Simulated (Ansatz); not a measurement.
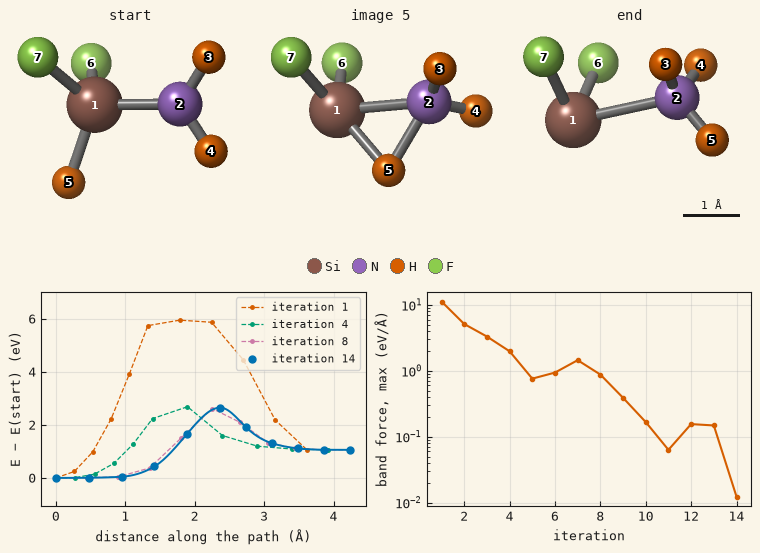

A search for the minimum-energy path of SiNH3F2 by the nudged elastic band. Images are numbered from 0 (start) to 10 (end). The plot follows the band through its iterations. Style: ball-and-stick. Shown at a tilt.

Theory: RKS LDA/def2-SVP (Ansatz). Settings: 9 movable images; climbing image; force threshold 0.05 eV/Å; iteration limit 60; starting path through a guess of the saddle point.

### Judge this run.

The result is final at these settings. The band converged in 14 iterations. The largest component of the band force went from 11 to 0.012 eV/Å. The climbing image converged on the top of the path. Its vibrational analysis gives one imaginary mode (1294i cm⁻¹), as a transition state must have. The first iteration put the highest image at 5.95 eV. The highest point, image 5, lies 2.65 eV above the start and 1.59 eV above the end; the end is at +1.06 eV relative to the start.

Cost: 2.4 min on 1 thread of Arm Neoverse V1, with other jobs on the host, peak memory 0.14 GiB.
